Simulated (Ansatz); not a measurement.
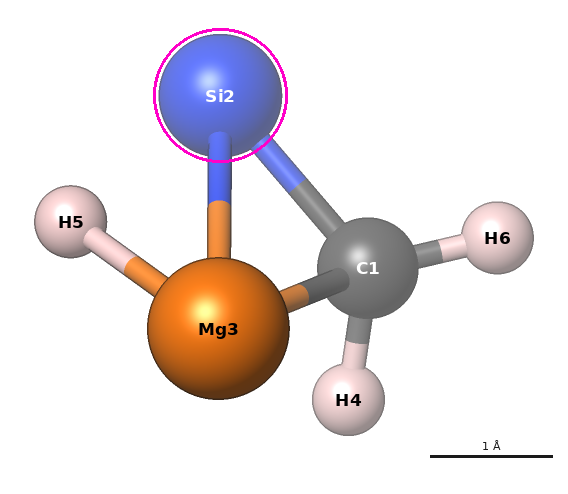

Orthographic view. Distant atoms are faded towards the background colour. The species has charge +1 and is a spin singlet. The computed structure is the end point of a PBE-D4/def2-SVP optimisation. No frequency run is at hand to confirm it as a minimum.

Name the neighbours of the circled atom.

Answer. The circled atom is Si2; it is bonded to C1, Mg3.

Which two atoms are farthest apart in space?

Answer. H5 and H6, 3.58 Å.

Which atom is nearest the viewer?

Answer. Mg3, 1.4 Å in front of the mean position.
